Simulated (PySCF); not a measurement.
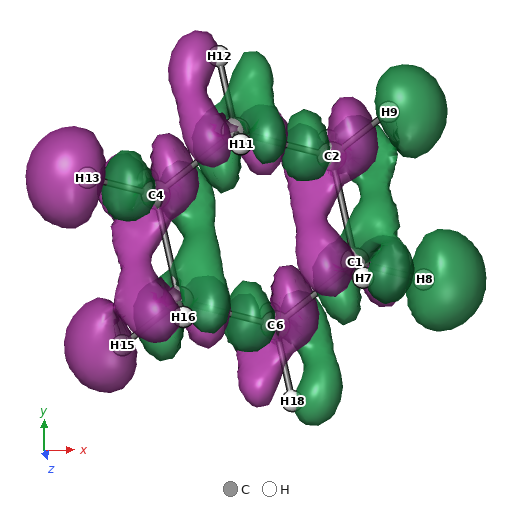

Figure 1: C₆H₁₂, SMILES `C1CCCCC1`. Change of the electron density in a uniform field of 0.21 V/Å, surfaces at ±0.002 e/Å³ (green: gain, purple: loss).

Method: ωB97X/6-311+G**; geometry: GFN2-xTB; program: PySCF. No frequency check shows the geometry to be a minimum. The basis has diffuse s and p functions alone, which still leaves polarisabilities too small, most of all across bonds.

Along which Cartesian direction does the field point?

Answer. Along −x: electrons gather on the +x side, against the field.

What dipole is induced, and what polarisability does it imply?

Answer. The induced dipole is 0.71 D (along the field); α along this axis, from the fields in both directions, is 70 bohr³ (10.3 Å³).

Which atoms gain and lose the most charge?

Answer. Electrons gather most on H8 (Hirshfeld charge changes by −0.009 e) and leave H13 most (+0.008 e); 0.067 electrons are displaced in all.
